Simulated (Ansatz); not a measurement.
**CH₃Br₂In: density, localisation and related maps**

Input

```
crystal:
  periodic: [false, false, false]
  atoms:
    - {symbol: C, position_ang: [-0.142438, 1.142188, -0.054609]}
    - {symbol: In, position_ang: [0.111899, -0.969539, 0.051927]}
    - {symbol: Br, position_ang: [1.950649, -2.064622, 1.275482]}
    - {symbol: Br, position_ang: [-1.387566, -2.591290, -1.042422]}
    - {symbol: H, position_ang: [-1.175792, 1.368759, -0.310854]}
    - {symbol: H, position_ang: [0.120778, 1.582397, 0.905998]}
    - {symbol: H, position_ang: [0.522471, 1.532107, -0.825512]}
basis:
  gaussian: {orbitals: def2-TZVPP}
hamiltonian: {xc: pbe0, dispersion: d4}
output: {orbitals: {seedname: orbitals}}
```

Launched as:

```sh
ansatz run in.yaml --threads 4 --pin off --events-out ev --progress --plain --max-ram 10444MiB
```

Geometry: PBE0-D4/def2-TZVP; core potentials replace the inner electrons of In.

All numbers below come from RKS PBE0-D4/def2-TZVPP (Ansatz 0.2.0).

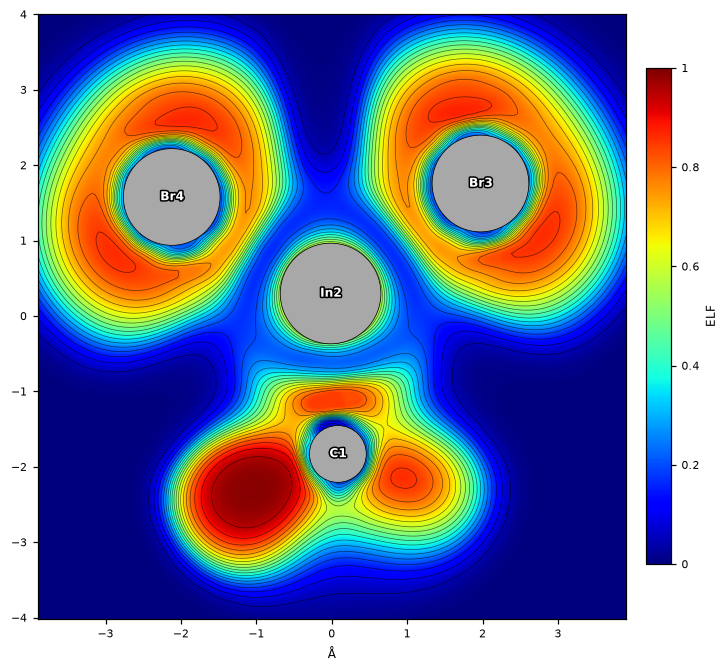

Figure 1. Electron localisation function on the plane of atoms Br3, In2 and Br4. Grey discs cover the atomic cores.

**Read the bonding off the picture.**

- The section cuts through C, In and Br sites.
- C–In (2.13 Å): the ELF peaks at about 0.85 in the valence shell of C, 0.6 Å from its nucleus, and is about 0.35 at the midpoint.
- In–Br (2.46 Å): the ELF peaks at about 0.75 in the valence shell of Br, 1.0 Å from its nucleus, and drops to about 0.15 between the two atoms.
- The ELF also peaks beside Br4 and Br3, away from the bonds: lone-pair regions.

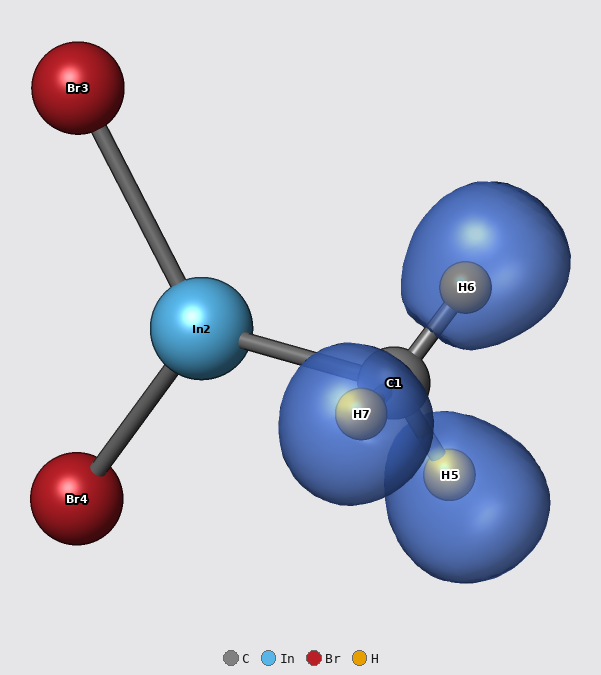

Figure 2. Isosurface of the ELF at 0.9 (blue), seen at a tilt. Core shells and regions of very low density are left out.

**Identify the bonds, lone pairs and shells in this picture.**

The surface consists of three regions around hydrogen nuclei.

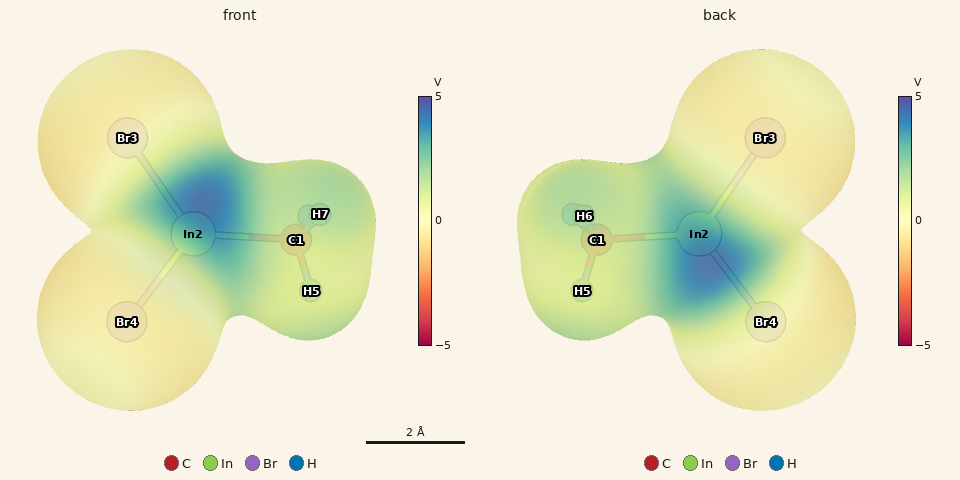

Figure 3. The electrostatic potential painted on the density surface at 0.004 e/bohr³, seen from the front and from behind; red is negative and blue positive.

**Describe the electrostatic potential map.**

The most negative region (about −0.7 V) lies over Br3 and Br4, the most positive (about +4.3 V) over In2. Br3 shows a σ-hole: about +0.2 V at the tip opposite its bond, against about −0.5 V on its flanks. Br4 shows a σ-hole: about +0.2 V at the tip opposite its bond, against about −0.4 V on its flanks.
